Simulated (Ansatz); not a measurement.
SiSe (SMILES [Si][Se]): methods side by side

The species is SiSe (2 atoms), meant as a singlet with charge 0. As SMILES, `[Si][Se]`. The shape comes from GFN2-xTB, which is rough for such elements, and wasn't checked as a minimum.

| atom | x (Å) | y (Å) | z (Å) |
| --- | --- | --- | --- |
| Si | 0.0000 | 0.0000 | 0.0000 |
| Se | 0.0000 | 0.0000 | 2.1245 |

Quantity: the energy change with the Si1–Se2 bond stretched from 2.125 to 5.311 Å, in eV. The values are calculated.

```tsv
level	kind	program	value (eV)	less FCI/STO-3G	CPU time (all runs)
HF/STO-3G (restricted)	Hartree–Fock	Ansatz	8.65	+2.43	0.49 s
SVWN5/STO-3G (restricted)	LDA	Ansatz	9.41	+3.19	5.3 s
PBE/STO-3G (restricted)	GGA	Ansatz	9.05	+2.83	8.6 s
wB97M-V/STO-3G (restricted)	range-separated hybrid	Ansatz	10.10	+3.88	49 s
B2PLYP/STO-3G (restricted)	double hybrid	Ansatz	9.87	+3.65	11 s
RPA@PBE/STO-3G (restricted)	RPA	Ansatz	4.32	-1.90	12 s
CCSD(T)/STO-3G (unrestricted)	coupled cluster or CI	Ansatz	6.20	-0.02	3.2 s
FCI/STO-3G	exact in the basis	Ansatz	6.22	0.00	5.7 s
```

FCI/STO-3G is exact within its basis and frozen core, so for wave-function methods in that basis the difference is their error; functionals converge differently with the basis, so for them it is only a difference. Spin-restricted single references rise too steeply as a bond breaks. Perturbation and coupled-cluster corrections on them can overshoot downwards. All-electron rows without a relativistic Hamiltonian named are non-relativistic. The first shape isn't each level's own minimum. The values span 4.32 to 10.10 eV. Spin contamination of the reference (⟨S²⟩ at least 0.1 too high) touches CCSD(T)/STO-3G. All rows use very small basis sets, so even the best lies far from the true value. In the correlated wave-function rows the outer d shell of Se is correlated, in sets not made for it. CPU times are rough (shared hosts, several kinds of processor): they show what a rung costs within a factor of a few.

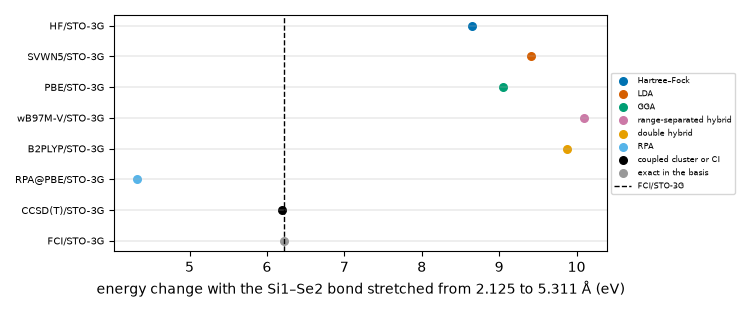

The values of the table, level by level.
